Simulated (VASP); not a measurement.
Band structure of Ag2S (space group P2_1/m). Computed with LDA (Ceperley-Alder, Perdew-Zunger), VASP's LDA PAW potentials (set 64) (plane waves; VASP 6.6.1).

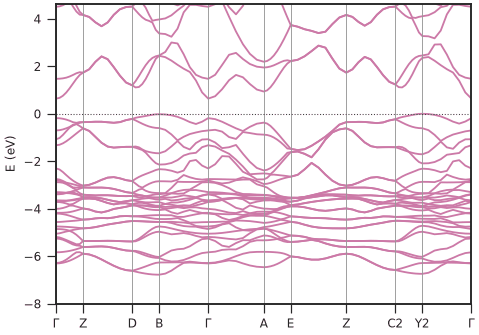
Fig. 1. Bands along high-symmetry lines, zero at the valence-band maximum or, without a gap, the Fermi level

Question: Read the plot: is there a gap, and where are the band edges?

Answer: The gap is indirect, 0.64 eV, from the valence maximum at Y2 to the conduction minimum at Γ. (Edges off the drawn lines would not show.)

The structure comes from a computed database's Ag2S entry (P2_1/m); how it stands against other phases isn't given here. It was relaxed first, which changed the volume by -11 %.
